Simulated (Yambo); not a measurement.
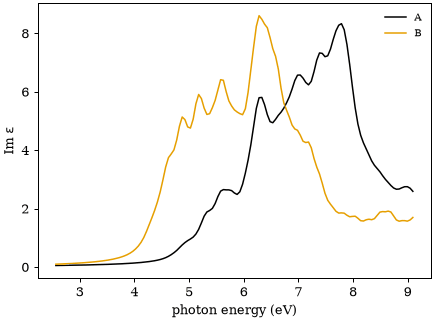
Figure: Two computed absorption spectra of NaBaIrH$_{6}$ (space group F-43m, No. 216) (Yambo, LDA bands with the same scissor, field along x)

### Question
Which curve includes the electron-hole attraction (BSE), and where are its main peaks?

### Answer
Curve B: the attraction moves weight to lower energy (centre of the plotted range 6.2 eV against 7.1 eV). Its peaks lie at 5.6 eV, 6.3 eV, 8.6 eV. Settings: 6×6×6 mesh, 9 valence and 7 conduction bands, static screening with 65 bands and a 3 Ry block, scissor 1.38 eV, Tamm-Dancoff. The scissor comes from a G0W0 run whose convergence isn't established. Broadening 0.15 eV. The band window holds all transitions up to 9.1 eV. Fine structure above the onset can come from the mesh.

Spin-orbit coupling is not included.

Geometry of the Materials Project entry, not relaxed at this level; primitive cell a = 5.5473 Å, b = 5.5473 Å, c = 5.5473 Å, α = 60.00°, β = 60.00°, γ = 60.00°.

The structure is a Materials Project entry; no match was found in the copy of COD used, and its stability was not checked.
